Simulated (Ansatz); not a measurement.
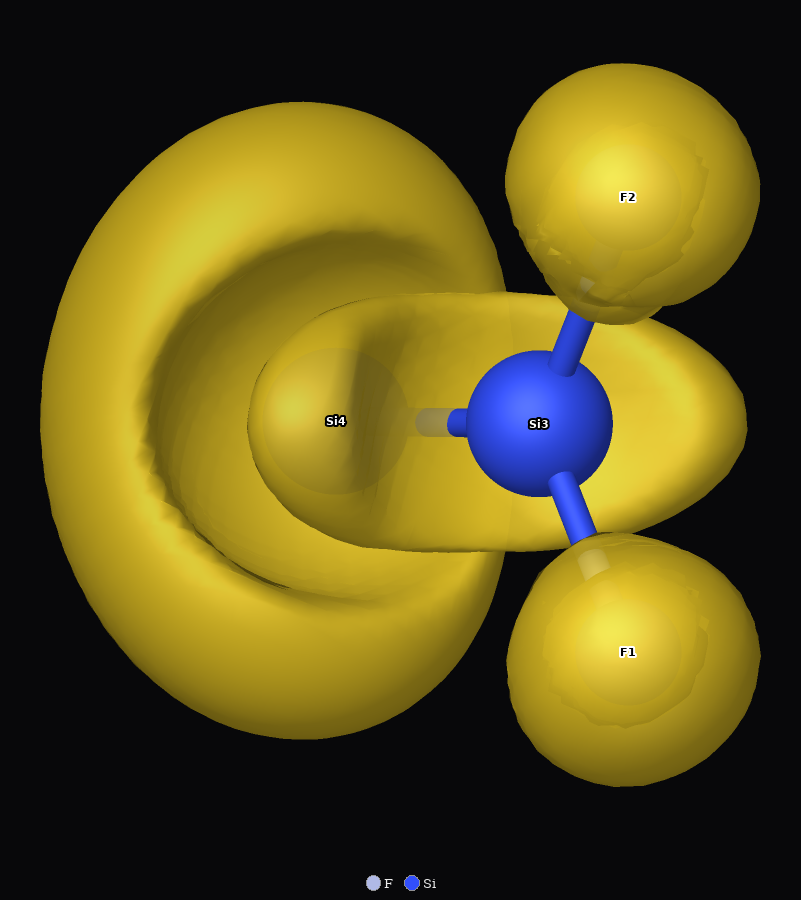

*F₂Si₂ (SMILES F[Si](F)=[Si]) (triplet). Isosurface of the ELF at 0.8 (yellow), seen at an oblique angle. Only the valence region is drawn (cores and ρ < 0.01 e/Å³ removed).*

Geometry: B3LYP-D3(BJ)/6-311G**.

All numbers below come from isolated molecule in a Gaussian basis; Kohn-Sham density functional theory, functional PBE0 (Ansatz 0.2.0).

### Describe the localisation domains.

The surface consists of one region between bonded Si–Si atoms (shared pairs), one lobe on Si, pointing away from the bonds (non-bonding electrons) and two regions wrapped around F (its lone pairs, merged into a ring or cap). Profiles from the grid: Si–F (1.61 Å): the ELF peaks at about 0.85 in the valence shell of F, 0.6 Å from its nucleus, and is about 0.45 at the midpoint. Si–Si (2.30 Å): the ELF peaks at about 0.90 between the atoms: a covalent bond.
